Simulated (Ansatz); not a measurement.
# How Be(0001) screens a field

Where does the screening charge of Be(0001) sit?

Calculated with Ansatz 0.2.0; plane-wave DFT, PBE, Ansatz PAW.

**1. Set-up**

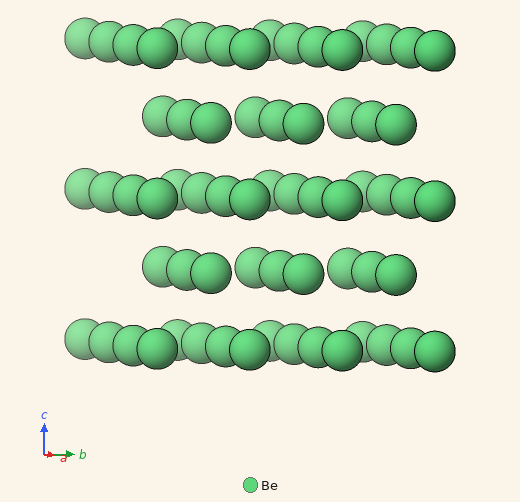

The cell as given, from the side, with the c axis up (beryllium green). 3×3×1 cells are drawn. Some periodic images of atoms are drawn too.

The cell holds 5 atoms: 5 Be. Cell: a = 2.290 Å, b = 2.290 Å, c = 25.177 Å, α = 90.0°, β = 90.0°, γ = 60.0°. Vacuum lies along c.

**2. Atoms held, field 0**

A sawtooth potential applies the field, turning back in the middle of the vacuum. With the dipole correction the typed value is the field outside the slab. The induced dipole is small, so the SCF threshold is tight.

The input, input.yaml:

```yaml
crystal:
  lattice:
    - [2.29, 0.0, 0.0]
    - [1.145, 1.9831981747, 0.0]
    - [0.0, 0.0, 25.17686]
  atoms:
    - { symbol: Be, position: [0.0, 0.0, 0.3574711064] }
    - { symbol: Be, position: [0.6666666667, 0.6666666667, 0.4287355532] }
    - { symbol: Be, position: [0.0, 0.0, 0.5] }
    - { symbol: Be, position: [0.6666666667, 0.6666666667, 0.5712644468] }
    - { symbol: Be, position: [0.0, 0.0, 0.6425288936] }
kpoints:
  mp_grid: { grid: [24, 24, 1] }
hamiltonian:
  xc: pbe
scf:
  occupations: { method: fermi_dirac, width: 0.1 }
  convergence: { dr2_threshold: 1.0e-10 }
efield:
  axis: 3
  dipole_correction: true
  ramp_position: 0.97
  ramp_width: 0.06
  amplitude: 0
output:
  forces: true
  write_potential: true
  write_density: true
  volumetric_format: npy
```

Launch:

```bash
$ ansatz run input.yaml --threads 2 --pin off --max-ram 3072MiB --backend cpu --events-out ev --progress --plain --runs-dir out
```

Numbers of over 12 decimals in the logs are rounded to 6 here.

What it wrote:

```text
Engine: ansatz 0.2.0, aarch64-unknown-linux-gnu
Pseudopotentials: kind: paw
Pseudopotential: Be, paw, valence charge 2, recommended cutoff 420 eV (normal), Be.paw.azcp
Functional definition: PBE
  parameter kappa = 0.804
  parameter beta = 0.066725
  exchange = pbe_x(kappa = kappa, mu = beta*pi^2/3)
  correlation = pbe_c(beta = beta)
Crystal: 5 atoms, lattice volume = 114.341 Å³
Basis set: ecut = 420 eV, 2221 PW (Γ), exchange–correlation on 32×32×360 points (8 copies of the dense FFT grid, shifted against one another)
Bands: 10, of which v1, the nominal top of the filled ones, is band 5 counted from 1 (4 counted from 0)
Symmetry: 6 space group operations
k-points: 61 of 576 (time reversal used)
Non-local potential: Be, projectors of the file, l = 0: 2, l = 1: 2, l = 2: 1
PAW form: soft (Blöchl's): semilocal exchange-correlation on the pseudo side does not see the compensation charge
PAW one-centre angular grid: Be, 110 points (default); XC on 64 Gauss nodes
Initial density: superposition of atomic densities (neutral atoms: chi_scale 0, normalization atom), corrected by the library's trained network
Initial wavefunctions: pseudopotential atomic-orbital guess
Functional: x = pbe(κ = 0.804, μ = 0.219515), c = pbe(β = 0.066725)
SCF iter   1: F=—  HF=-462.800494 eV  |F-HF|=—  |Δ(HF+E_count)|=         —  Δρ=1.82e-3  dr2=1.48e-2  ethr=1.77e-3  p=-0.000 e·Å  D=-5.81e-16 V/Å  ΔV_dip=0.00 eV  dr2_dipole=1.52e-8  V_vac-E_F(+/−)=5.45/5.45 eV  ⟨swp⟩=10.7  Hψ=7443  notcnv=0
efield: sawtooth ramp at fractional position 0.9700 (set: `efield.ramp_position`, or a place that a band, a saddle search or an elastic batch's reference lends), width 0.0600; the density the first Hamiltonian is built on has a dipole p = -0.000 e·Å; the dipole correction subtracts the counter field D = -5.81e-16 V/Å, which shifts the + side's vacuum level by +0.00 eV against the − side's; the planar-averaged density in the ramp window peaks in size at 3.5e-6 e/Å³
preconditioner: auto → LDOS  [metal: Δε(μ)=0.100 eV  Ē_g=8.334 eV  σ=0.100 eV  W_gap=0.24  n_scr=14 (ndim 8)  ℏωp=11.0 eV  f_vac=0.539  D(μ)=1.21/eV (n_scr^D=10)  β→1.0]
SCF iter   2: F=—  HF=-462.800346 eV  |F-HF|=—  |Δ(HF+E_count)|=   1.48e-4  Δρ=8.47e-4  dr2=2.62e-3  ethr=1.48e-4  p=0.000 e·Å  D=1.26e-5 V/Å  ΔV_dip=-0.00 eV  dr2_dipole=1.46e-8  V_vac-E_F(+/−)=5.34/5.34 eV  ⟨swp⟩=2.3  Hψ=1378  notcnv=0
SCF iter   3: F=—  HF=-462.799789 eV  |F-HF|=—  |Δ(HF+E_count)|=   5.57e-4  Δρ=1.71e-4  dr2=1.29e-4  ethr=2.62e-5  p=-0.000 e·Å  D=-2.76e-6 V/Å  ΔV_dip=0.00 eV  dr2_dipole=8.49e-10  V_vac-E_F(+/−)=5.32/5.32 eV  ⟨swp⟩=2.4  Hψ=924  notcnv=0
SCF iter   4: F=—  HF=-462.799782 eV  |F-HF|=—  |Δ(HF+E_count)|=   6.41e-6  Δρ=3.41e-5  dr2=4.00e-6  ethr=1.29e-6  p=0.000 e·Å  D=6.47e-7 V/Å  ΔV_dip=-0.00 eV  dr2_dipole=1.47e-12  V_vac-E_F(+/−)=5.32/5.32 eV  ⟨swp⟩=2.5  Hψ=920  notcnv=0
SCF iter   5: F=—  HF=-462.799792 eV  |F-HF|=—  |Δ(HF+E_count)|=   1.03e-5  Δρ=3.58e-6  dr2=2.51e-8  ethr=4.00e-8  p=-0.000 e·Å  D=-9.29e-7 V/Å  ΔV_dip=0.00 eV  dr2_dipole=6.95e-13  V_vac-E_F(+/−)=5.31/5.31 eV  ⟨swp⟩=2.3  Hψ=872  notcnv=0
SCF iter   6: F=—  HF=-462.799792 eV  |F-HF|=—  |Δ(HF+E_count)|=   6.57e-8  Δρ=1.03e-6  dr2=3.28e-9  ethr=2.51e-10  p=0.000 e·Å  D=1.06e-6 V/Å  ΔV_dip=-0.00 eV  dr2_dipole=3.33e-12  V_vac-E_F(+/−)=5.31/5.31 eV  ⟨swp⟩=3.0  Hψ=1160  notcnv=0
iter 7 met the thresholds in force, and the SCF goes on: an eigenvalue changes by 3.43 meV, over its tolerance of 1.02 meV (output.eigenvalues, Limitations)
SCF iter   7: F=-462.799792 eV  HF=-462.799792 eV  |F-HF|=2.39e-9  |Δ(HF+E_count)|=   2.61e-9  Δρ=2.66e-7  dr2=8.90e-11  ethr=1.00e-12  p=-0.000 e·Å  D=-5.34e-8 V/Å  ΔV_dip=0.00 eV  dr2_dipole=6.08e-15  V_vac-E_F(+/−)=5.31/5.31 eV  ⟨swp⟩=9.3  Hψ=4941  notcnv=0
SCF iter   8: F=-462.799792 eV  HF=-462.799792 eV  |F-HF|=5.30e-11  |Δ(HF+E_count)|=   2.37e-9  Δρ=4.94e-8  dr2=3.45e-12  ethr=1.00e-12  p=0.000 e·Å  D=3.17e-9 V/Å  ΔV_dip=-0.00 eV  dr2_dipole=5.53e-16  V_vac-E_F(+/−)=5.31/5.31 eV  ⟨swp⟩=6.6  Hψ=3466  notcnv=0
SCF 1 converged in 8 iterations: F = -462.799792 eV  dr2 = 3.45e-12
  greatest PAW one-centre occupation: 0.365 electrons in one spin orbital (limit 2), on the Be atom at site 1 (counted from 0), in its partial waves of l = 0
SCF converged after 8 iterations
an eigenvalue changed by more than its tolerance at an iteration that met the thresholds in force, so the SCF went on 1 time: the last check found none over its tolerance
Free energy (F): -462.799792 eV
Harris-Foulkes:  -462.799792 eV  (|F-HF|=5.30e-11)
Internal energy: -462.759509 eV  (E = F + TS)
E sigma→0 (E₀):  -462.779651 eV
Entropy (-TS):   -0.040283 eV (-8.057 meV/atom)
Fermi energy:    -0.794235 eV
Dipole field:    D = -0.000000 V/Å  (p = -0.000000 e·Å, saw-weighted, corrected)
Work function:   Φ+ = 5.3145 eV   Φ− = 5.3145 eV
Levels:          The Fermi level and band energies are counted from a zero that moves with the ramp; work functions are not
--- Per-component energies (eV) ---
  E_band       = -47.266733
  E_kinetic    = 98.649466
  E_local      = -3446.579631  (includes V_loc(G=0)·N_el)
  E_nonlocal   = 22.510608
  E_hartree    = 1692.787599
  E_xc         = -96.140441
  E_vxc        = -100.389979  (∫ρ·V_xc dr)
  E_paw        = -297.719429  (= ΣΔE_a)
  E_vpaw       = -7.032396  (= ΣTr[D̂ρ^β])
  E_aug_tail   = -0.000003  (compensation charges beyond the density's cutoff)
  E_efield     = 0.000000  (sawtooth field / dipole correction)
  E_vefield    = 0.000000  (∫n·V_field dr)
  E_ewald      = 1563.732322
  E_smearing   = -0.040283  (= −TS)
  E_closure    = 0.000000  (closes the sum)
  Σ components = -462.799792   (vs F -462.799792, Δ=0.00e0)
--- Forces (eV/Å), atoms counted from 1 ---
  atom   1  Be    -0.00000000     0.00000000    -0.09977679
  atom   2  Be     0.00000000    -0.00000000     0.07517886
  atom   3  Be    -0.00000000     0.00000000    -0.00000021
  atom   4  Be    -0.00000000    -0.00000000    -0.07517843
  atom   5  Be    -0.00000000     0.00000000     0.09977653
  max |Σ_I F_I| component: 4.34e-8 eV/Å
--- Band table (eV; the first three rows and the last of 61) ---
  k-point 0: bands = ["-11.0950", "-10.0693", "-8.5938", "-6.6472", "-3.6751", "-2.9412", "2.5590", "3.8490", "4.3365", "5.1419"]
  k-point 1: bands = ["-11.0458", "-10.0196", "-8.5434", "-6.5946", "-3.6230", "-2.8800", "2.5925", "3.9081", "4.3982", "5.2042"]
  k-point 2: bands = ["-10.8979", "-9.8708", "-8.3924", "-6.4372", "-3.4675", "-2.6965", "2.6907", "4.0840", "4.5834", "5.3914"]
  k-point 60: bands = ["-2.2626", "-1.3909", "-1.2774", "-1.2340", "-1.0559", "-0.0223", "-0.0217", "0.6617", "2.8925", "5.2059"]
```

It took 12 s on 2 threads of Arm Neoverse N1, shared host; peak memory 0.35 GiB; 23 s of CPU time.

This step gave:

```yaml
energy_at_zero_smearing: -462.7797 eV
work_function_upper_face: 5.315 eV
dipole_along_the_normal: -2.44e-8 e·Å
```

Running mean over 1.794 Å of the planar mean; the ramp of the sawtooth is left out. The electron's electrostatic potential energy less the Fermi level by z:

```csv
z (Å),electron's electrostatic potential energy less the Fermi level (eV)
4,5.31
5,5.31
6,5.28
7,4.82
8,0.0384
9,-5.94
10,-6.38
11,-6.55
12,-6.65
13,-6.66
14,-6.57
15,-6.42
16,-6.13
17,-1.61
18,4.53
19,5.26
20,5.31
21,5.31
22,5.31
```

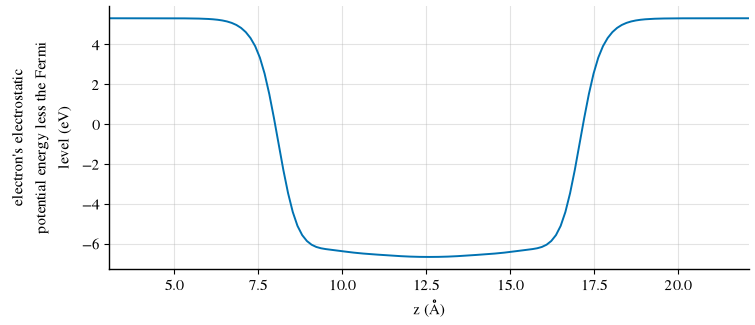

Electron's electrostatic potential energy less the Fermi level against z.

Force by atom:

```csv
atom,x (eV/Å),y (eV/Å),z (eV/Å),size
Be1,0.0000,0.0000,-0.0998,0.0998
Be2,0.0000,0.0000,0.0752,0.0752
Be3,0.0000,0.0000,0.0000,0.0000
Be4,0.0000,0.0000,-0.0752,0.0752
Be5,0.0000,0.0000,0.0998,0.0998
```

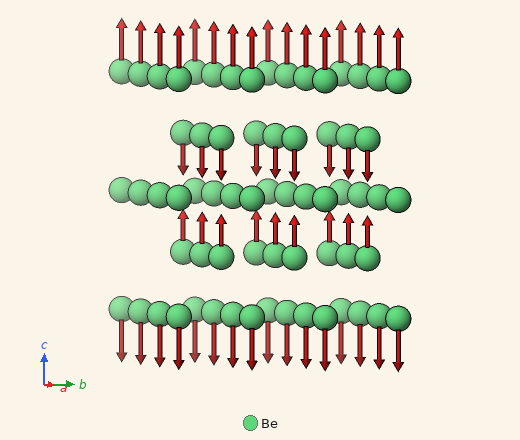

Force as arrows, the longest 0.0998 eV/Å. 3×3×1 cells are drawn. Some periodic images of atoms are drawn too.

The work function of the upper face is 5.31 eV.

**3. Atoms held, field 0.05 V/Å**

input.yaml: that of step 2 with these lines changed.

```diff
@@ -23,3 +23,3 @@
   ramp_width: 0.06
-  amplitude: 0
+  amplitude: 0.05
 output:
```

What it wrote:

```text
[...]
Crystal: 5 atoms, lattice volume = 114.341 Å³
Basis set: ecut = 420 eV, 2221 PW (Γ), exchange–correlation on 32×32×360 points (8 copies of the dense FFT grid, shifted against one another)
Bands: 10, of which v1, the nominal top of the filled ones, is band 5 counted from 1 (4 counted from 0)
Symmetry: 6 space group operations
k-points: 61 of 576 (time reversal used)
[...]
--- Forces (eV/Å), atoms counted from 1 ---
  atom   1  Be     0.00000000     0.00000000    -0.09958170
  atom   2  Be     0.00000000    -0.00000000     0.07502575
  atom   3  Be    -0.00000000     0.00000000    -0.00013976
  atom   4  Be    -0.00000000    -0.00000000    -0.07532920
  atom   5  Be    -0.00000000     0.00000000     0.10002493
  max |Σ_I F_I| component: 1.89e-8 eV/Å
--- Band table (eV; the first three rows and the last of 61) ---
[...]
[key lines of the parts left out:]
SCF converged after 10 iterations
Free energy (F): -462.800108 eV
Fermi energy:    -0.794339 eV
Dipole field:    D = 0.019985 V/Å  (p = 0.012628 e·Å, saw-weighted, corrected)
```

The job ended after 13 s (2 threads; peak memory 0.34 GiB; 25 s of CPU time).

The dipole is 0.0126 e·Å.

**4. Single point, field -0.05 V/Å**

input.yaml: that of step 3 with these lines changed.

```diff
@@ -23,3 +23,3 @@
   ramp_width: 0.06
-  amplitude: 0.05
+  amplitude: -0.05
 output:
```

What it wrote:

```text
[...]
Crystal: 5 atoms, lattice volume = 114.341 Å³
Basis set: ecut = 420 eV, 2221 PW (Γ), exchange–correlation on 32×32×360 points (8 copies of the dense FFT grid, shifted against one another)
Bands: 10, of which v1, the nominal top of the filled ones, is band 5 counted from 1 (4 counted from 0)
Symmetry: 6 space group operations
k-points: 61 of 576 (time reversal used)
[...]
--- Forces (eV/Å), atoms counted from 1 ---
  atom   1  Be     0.00000000     0.00000000    -0.10002388
  atom   2  Be    -0.00000000    -0.00000000     0.07532858
  atom   3  Be    -0.00000000     0.00000000     0.00013857
  atom   4  Be     0.00000000    -0.00000000    -0.07502441
  atom   5  Be     0.00000000     0.00000000     0.09958138
  max |Σ_I F_I| component: 2.29e-7 eV/Å
--- Band table (eV; the first three rows and the last of 61) ---
[...]
[key lines of the parts left out:]
SCF converged after 10 iterations
Free energy (F): -462.800108 eV
Fermi energy:    -0.794339 eV
Dipole field:    D = -0.019985 V/Å  (p = -0.012628 e·Å, saw-weighted, corrected)
```

Elapsed: 12 s, on 2 threads; peak memory 0.34 GiB.

The dipole is -0.0126 e·Å.

**5. Single point, field 0.1 V/Å**

input.yaml: that of step 4 with these lines changed.

```diff
@@ -23,3 +23,3 @@
   ramp_width: 0.06
-  amplitude: -0.05
+  amplitude: 0.1
 output:
```

What it wrote:

```text
[...]
Crystal: 5 atoms, lattice volume = 114.341 Å³
Basis set: ecut = 420 eV, 2221 PW (Γ), exchange–correlation on 32×32×360 points (8 copies of the dense FFT grid, shifted against one another)
Bands: 10, of which v1, the nominal top of the filled ones, is band 5 counted from 1 (4 counted from 0)
Symmetry: 6 space group operations
k-points: 61 of 576 (time reversal used)
[...]
--- Forces (eV/Å), atoms counted from 1 ---
  atom   1  Be    -0.00000000     0.00000000    -0.09943498
  atom   2  Be     0.00000000    -0.00000000     0.07485950
  atom   3  Be    -0.00000000     0.00000000    -0.00027347
  atom   4  Be    -0.00000000    -0.00000000    -0.07547601
  atom   5  Be     0.00000000     0.00000000     0.10032531
  max |Σ_I F_I| component: 3.53e-7 eV/Å
--- Band table (eV; the first three rows and the last of 61) ---
[...]
[key lines of the parts left out:]
SCF converged after 10 iterations
Free energy (F): -462.801055 eV
Fermi energy:    -0.794656 eV
Dipole field:    D = 0.039970 V/Å  (p = 0.025257 e·Å, saw-weighted, corrected)
```

It took 13 s on 2 threads; peak memory 0.34 GiB.

The dipole is 0.0253 e·Å.

**6. Atoms held, field -0.1 V/Å**

input.yaml: that of step 5 with these lines changed.

```diff
@@ -23,3 +23,3 @@
   ramp_width: 0.06
-  amplitude: 0.1
+  amplitude: -0.1
 output:
```

What it wrote:

```text
[...]
Crystal: 5 atoms, lattice volume = 114.341 Å³
Basis set: ecut = 420 eV, 2221 PW (Γ), exchange–correlation on 32×32×360 points (8 copies of the dense FFT grid, shifted against one another)
Bands: 10, of which v1, the nominal top of the filled ones, is band 5 counted from 1 (4 counted from 0)
Symmetry: 6 space group operations
k-points: 61 of 576 (time reversal used)
[...]
--- Forces (eV/Å), atoms counted from 1 ---
  atom   1  Be     0.00000000     0.00000000    -0.10032300
  atom   2  Be    -0.00000000    -0.00000000     0.07547206
  atom   3  Be     0.00000000     0.00000000     0.00027649
  atom   4  Be     0.00000000    -0.00000000    -0.07486154
  atom   5  Be     0.00000000     0.00000000     0.09943620
  max |Σ_I F_I| component: 2.12e-7 eV/Å
--- Band table (eV; the first three rows and the last of 61) ---
[...]
[key lines of the parts left out:]
SCF converged after 10 iterations
Free energy (F): -462.801055 eV
Fermi energy:    -0.794656 eV
Dipole field:    D = -0.039970 V/Å  (p = -0.025257 e·Å, saw-weighted, corrected)
```

The job ended after 12 s (2 threads; peak memory 0.33 GiB; 24 s of CPU time).

The dipole is -0.0253 e·Å.

**7. Atoms held, field 0.2 V/Å**

input.yaml: that of step 6 with these lines changed.

```diff
@@ -23,3 +23,3 @@
   ramp_width: 0.06
-  amplitude: -0.1
+  amplitude: 0.2
 output:
```

What it wrote:

```text
[...]
Crystal: 5 atoms, lattice volume = 114.341 Å³
Basis set: ecut = 420 eV, 2221 PW (Γ), exchange–correlation on 32×32×360 points (8 copies of the dense FFT grid, shifted against one another)
Bands: 10, of which v1, the nominal top of the filled ones, is band 5 counted from 1 (4 counted from 0)
Symmetry: 6 space group operations
k-points: 61 of 576 (time reversal used)
[...]
--- Forces (eV/Å), atoms counted from 1 ---
  atom   1  Be    -0.00000000     0.00000000    -0.09929703
  atom   2  Be     0.00000000    -0.00000000     0.07451452
  atom   3  Be     0.00000000     0.00000000    -0.00055371
  atom   4  Be     0.00000000    -0.00000000    -0.07573779
  atom   5  Be    -0.00000000     0.00000000     0.10107387
  max |Σ_I F_I| component: 1.39e-7 eV/Å
--- Band table (eV; the first three rows and the last of 61) ---
[...]
[key lines of the parts left out:]
SCF converged after 10 iterations
Free energy (F): -462.804844 eV
Fermi energy:    -0.795925 eV
Dipole field:    D = 0.079947 V/Å  (p = 0.050518 e·Å, saw-weighted, corrected)
```

Wall time 12 s (2 threads); peak memory 0.33 GiB.

The dipole is 0.0505 e·Å.

**8. Atoms held, field -0.2 V/Å**

input.yaml: that of step 7 with these lines changed.

```diff
@@ -23,3 +23,3 @@
   ramp_width: 0.06
-  amplitude: 0.2
+  amplitude: -0.2
 output:
```

What it wrote:

```text
[...]
Crystal: 5 atoms, lattice volume = 114.341 Å³
Basis set: ecut = 420 eV, 2221 PW (Γ), exchange–correlation on 32×32×360 points (8 copies of the dense FFT grid, shifted against one another)
Bands: 10, of which v1, the nominal top of the filled ones, is band 5 counted from 1 (4 counted from 0)
Symmetry: 6 space group operations
k-points: 61 of 576 (time reversal used)
[...]
--- Forces (eV/Å), atoms counted from 1 ---
  atom   1  Be    -0.00000000     0.00000000    -0.10107507
  atom   2  Be     0.00000000    -0.00000000     0.07573934
  atom   3  Be    -0.00000000     0.00000000     0.00055271
  atom   4  Be    -0.00000000    -0.00000000    -0.07451493
  atom   5  Be    -0.00000000     0.00000000     0.09929808
  max |Σ_I F_I| component: 1.33e-7 eV/Å
--- Band table (eV; the first three rows and the last of 61) ---
[...]
[key lines of the parts left out:]
SCF converged after 10 iterations
Free energy (F): -462.804844 eV
Fermi energy:    -0.795924 eV
Dipole field:    D = -0.079946 V/Å  (p = -0.050517 e·Å, saw-weighted, corrected)
```

Wall time 12 s (2 threads); peak memory 0.33 GiB.

The dipole is -0.0505 e·Å.

**9. Single point, field 0.4 V/Å**

input.yaml: that of step 8 with these lines changed.

```diff
@@ -23,3 +23,3 @@
   ramp_width: 0.06
-  amplitude: -0.2
+  amplitude: 0.4
 output:
@@ -29 +29,2 @@
   volumetric_format: npy
+  elf: true
```

What it wrote:

```text
[...]
Crystal: 5 atoms, lattice volume = 114.341 Å³
Basis set: ecut = 420 eV, 2221 PW (Γ), exchange–correlation on 32×32×360 points (8 copies of the dense FFT grid, shifted against one another)
Bands: 10, of which v1, the nominal top of the filled ones, is band 5 counted from 1 (4 counted from 0)
Symmetry: 6 space group operations
k-points: 61 of 576 (time reversal used)
[...]
--- Forces (eV/Å), atoms counted from 1 ---
  atom   1  Be     0.00000000     0.00000000    -0.09962519
  atom   2  Be    -0.00000000    -0.00000000     0.07373512
  atom   3  Be     0.00000000     0.00000000    -0.00110982
  atom   4  Be    -0.00000000    -0.00000000    -0.07619586
  atom   5  Be     0.00000000     0.00000000     0.10319585
  max |Σ_I F_I| component: 1.12e-7 eV/Å
--- Band table (eV; the first three rows and the last of 61) ---
[...]
[key lines of the parts left out:]
SCF converged after 10 iterations
Free energy (F): -462.820001 eV
Fermi energy:    -0.801033 eV
Dipole field:    D = 0.159943 V/Å  (p = 0.101066 e·Å, saw-weighted, corrected)
```

It took 12 s on 2 threads; peak memory 0.33 GiB; 25 s of CPU time.

Running mean over 1.794 Å of the planar mean, with the applied field; the ramp of the sawtooth is left out. Table of electron's electrostatic potential energy less the Fermi level by z:

```csv
z (Å),electron's electrostatic potential energy less the Fermi level (eV)
4,3.90
6,4.66
8,-0.0157
10,-6.38
12,-6.65
14,-6.57
16,-6.13
18,4.76
20,6.28
22,7.08
```

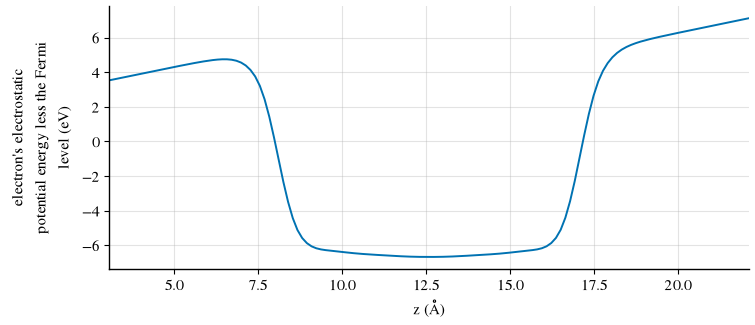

Electron's electrostatic potential energy less the Fermi level against z.

The dipole is 0.101 e·Å.

(Continued in part 2 of 2.)

[Logs are printed without paths, hosts, clocks, repeated set-up lines and the standing remarks that a program may print on its own settings, such as how far it seeks lower states.]

[Hosts, paths, dates, database ids (printed as entryN), source tags and the programs' standing remarks are cut or masked in the printed files.]

[Maps of the electrostatic potential energy from Ansatz leave out the sawtooth potential of an applied field or a dipole correction, so their vacuum need not be flat; planar profiles and work functions include it.]
